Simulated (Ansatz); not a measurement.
The relaxed structure here is a generated cell of TaSi2: the first start was made by placing the elements on the sites of a structure type, and the end was not matched to a known phase here, so it may be hypothetical. Known forms of TaSi2 include space group No. 181.

One stationary structure of TaSi$_{2}$. Space group I4/mmm (No. 139), AFLOW prototype AB2_tI6_139_a_e (C11_b, as in Si2Mo). These are PBEsol (plane waves to 420 eV, PAW, scalar-relativistic; Ansatz, a program for electronic structure) values and carry that method's errors.

```cif
data_Si4Ta2
_chemical_formula_sum 'Ta2 Si4'
_space_group_name_H-M_alt 'I4/mmm'
_space_group_IT_number 139
_space_group_name_Hall '-I 4 2'
_cell_length_a 3.25412
_cell_length_b 3.25412
_cell_length_c 8.15623
_cell_angle_alpha 90.000
_cell_angle_beta 90.000
_cell_angle_gamma 90.000
loop_
_atom_site_label
_atom_site_type_symbol
_atom_site_symmetry_multiplicity
_atom_site_Wyckoff_symbol
_atom_site_fract_x
_atom_site_fract_y
_atom_site_fract_z
_atom_site_occupancy
Ta1 Ta 2 a 0.00000 0.00000 0.00000 1
Si1 Si 4 e 0.00000 0.00000 0.33163 1
```
(The calculation used a cell of 3 atoms; values per cell refer to that cell.)

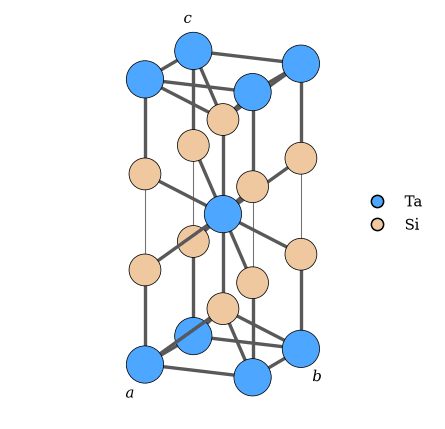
Figure. The conventional cell of the relaxed structure

```json
{
  "volume_per_atom": "14.39 Å³",
  "band_gap": "no gap (metallic)",
  "shortest_distances": "Si–Si 2.66 Å; Si–Ta 2.68 Å; Ta–Ta 3.25 Å",
  "k-mesh": "20×20×20"
}
```

Band energies at high-symmetry points (eV from the Fermi level; labels of this space group; no spin-orbit coupling), from −5 eV up to 3.9 eV:

```
point                                 energies
-----  ---------------------------------------
Γ       -3.25 -1.69 -1.51 -1.51 2.64 3.35 3.76
X           -4.85 -4.75 -3.78 -1.98 -0.48 3.06
P                       -2.11 -1.17 -1.17 0.73
N            -4.46 -3.73 -1.38 -1.12 1.26 3.51
M         -2.23 -1.22 0.14 0.14 1.06 1.06 2.82
S                  -1.58 -1.51 -1.05 1.35 2.92
S0                 -1.58 -1.51 -1.05 1.35 2.92
R      -4.74 -3.89 -3.26 -1.85 -0.89 2.50 3.87
```

No spin polarisation in the result. The relaxed primitive cell holds an odd number of electrons. A magnetic state may lie lower.

The run could not lose the symmetry of its start: the end is stationary, and may be a saddle point rather than a minimum.
